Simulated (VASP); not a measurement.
Band structure of PbSe (space group Fm-3m). All values below come from PBEsol GGA, VASP's PBE PAW potentials (set 64) (plane waves; VASP).

Unless said otherwise, spin-orbit coupling is left out, though it shifts the bands of the heavy elements here.

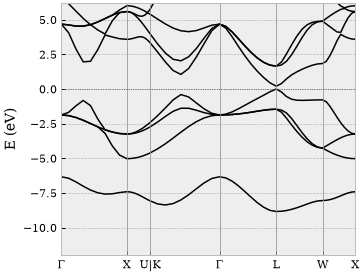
*Bands along high-symmetry lines, zero at the valence-band maximum or, without a gap, the Fermi level*

### Question
Read the plot: is there a gap, and where are the band edges?

### Answer
The gap is direct, 0.20 eV, from the valence maximum at L to the conduction minimum at L.

The structure is a typed PbSe crystal. The cell was not relaxed at this level.
